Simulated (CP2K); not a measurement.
Band structure of ZrS (Fm-3m, 2 atoms in the cell).

```
CELL_PARAMETERS angstrom
      3.71020     0.00000     0.00000
      1.85510     3.21313     0.00000
      1.85510     1.07104     3.02937
ATOMIC_POSITIONS crystal
  Zr 0.00000 0.00000 0.00000
  S  0.50000 0.50000 0.50000
```

Method of the run: PBEsol, GPW, DZVP-MOLOPT-SR-GTH basis, GTH-PBE potentials (GTH_POTENTIALS) (CP2K).

Settings: CUTOFF = 500 Ry; REL_CUTOFF = 50 Ry; SMEAR/METHOD = GAUSSIAN; SIGMA = 0.272 eV; KPOINTS/SCHEME = MONKHORST-PACK 11 11 11; XC_FUNCTIONAL = PBE:PBESOL; Zr/BASIS_SET = DZVP-MOLOPT-SR-GTH; Zr/POTENTIAL = GTH-PBE-q12; S/BASIS_SET = DZVP-MOLOPT-SR-GTH; S/POTENTIAL = GTH-PBE-q6; METHOD = GPW; EPS_DEFAULT = 1e-10; EXTRAPOLATION = USE_GUESS; NGRIDS = 5.

The starting cell comes from a database of computed structures (which also holds hypothetical and non-ambient phases and stackings), without a prior relaxation at this level. Values carry the incompleteness of an atom-centred basis. The potentials were made for another functional than the one used.

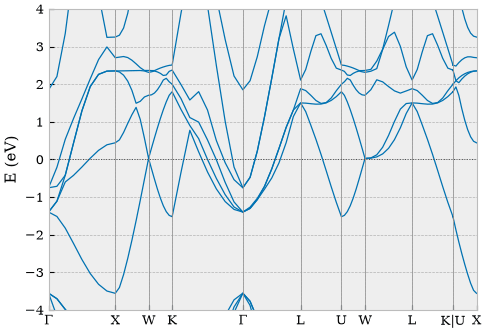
Bands along the path, energies from the Fermi level.

Levels in eV from the Fermi level, bands 6 to 11:
```tsv
point	6	7	8	9	10	11
Γ	-3.55	-3.55	-3.55	-1.40	-1.40	-1.40
X	-6.33	-4.51	-4.51	-3.56	0.44	2.35
W	-6.19	-5.99	-5.99	0.03	0.03	1.70
K	-6.39	-6.20	-5.35	-1.52	1.80	2.00
L	-8.12	-6.04	-6.04	1.50	1.50	1.88
U	-6.39	-6.20	-5.35	-1.52	1.80	2.00
```

Bands cross the Fermi level along this path, so the cell is metallic at this level.

Higher empty bands are left out: an atom-centred basis made for the valence describes them poorly.
